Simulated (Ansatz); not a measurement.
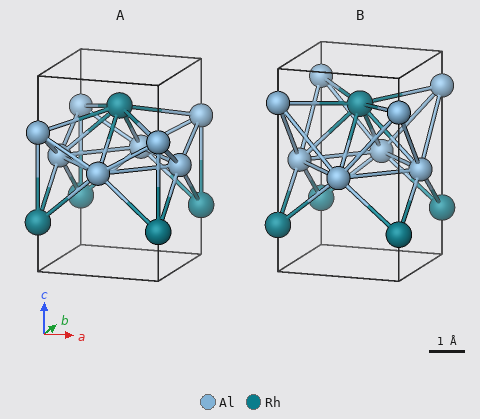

Two geometries of crystalline Al₃Rh₂ (a generated structure, set up in P4mm) (coarse preliminary run), drawn at one scale. One is the start of a relaxation, the other its converged end. The picture is a ball-and-stick view of the cell of the calculation, seen slightly off an axis.

The calculation used DFT PBE, scalar-relativistic, plane waves, PAW (Ansatz 0.2.0). Set-up: plane-wave cutoff 420 eV; k-point mesh 6 × 6 × 4; occupations gaussian; smearing width 0.1 eV; no spin polarisation; cell and atoms relaxed; force threshold 0.04 eV/Å; at most 70 steps.

### Which of the two is the end point?

Structure B is the relaxed one. An Al atom moves most relative to the cell: 0.74 Å along +c. By element the largest moves are Al 0.74 Å, Rh 0.13 Å. The volume changes by +4.9 %, with a = b 3.725 → 3.746 Å (+0.6 %), c 5.862 → 6.077 Å (+3.7 %). Among the contacts that change: Al–Rh 2.682 → 3.654 Å, Al–Rh 3.180 → 2.423 Å, Al–Al 2.155 → 2.818 Å, Al–Rh 2.482 → 2.615 Å. New bonds form: Al–Rh (3.18 → 2.42 Å). Among the angles between lasting bonds that change: Al–Rh–Al 98.7° → 100.8°. The space group stays P4mm (No. 99). Over 8 accepted moves (9 points after the start) the energy falls by 867 meV per atom. Largest force component: 9.7 eV/Å at the start, 0.0015 eV/Å at the end. Pressure: 21.40 GPa at the start and 0.02 GPa at the end. At 1 point the geometry stayed and the basis and grid were re-selected for the new cell (energy shift of 0.4 meV per atom at most each time).
